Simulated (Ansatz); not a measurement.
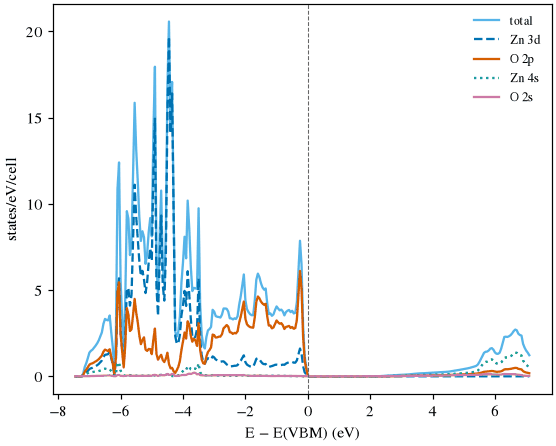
Figure. Total and projected density of states of MgZn2O3 in space group P-3m1 (No. 164; Mg on 1a, Zn on 2d, O on 2d, O on 1b), LDA (plane waves, PAW; program Ansatz)

Which orbitals carry the states next to the gap?

Top 1 eV of the valence band: O 2p 78 %, Zn 3d 20 %. Bottom 1 eV of the conduction band: Zn 4s 40 %, O 2s 32 %, O 2p 16 %, Mg 3s 10 %. Projections are on Löwdin-orthogonalised atomic valence shells; empty p or d shells of many metals are not among them.

Where is the tallest occupied peak in this window, and what makes it?

Near -4.4 eV, about 21 states/eV per cell; the largest projected share is Zn 3d.

The first step of the workflow began from a Materials Project structure, measured or hypothetical; the Crystallography Open Database copy checked does not list it. With Mg and Zn taken as one species the cell has the higher symmetry Fm-3m, so it may be an ordered model of a mixed-site phase. Its standing as an ambient phase is unchecked. The cell was relaxed with LDA under the symmetry of its start; phonons on a q-mesh show no instability.

Potentials: the later of the program's two PAW sets.
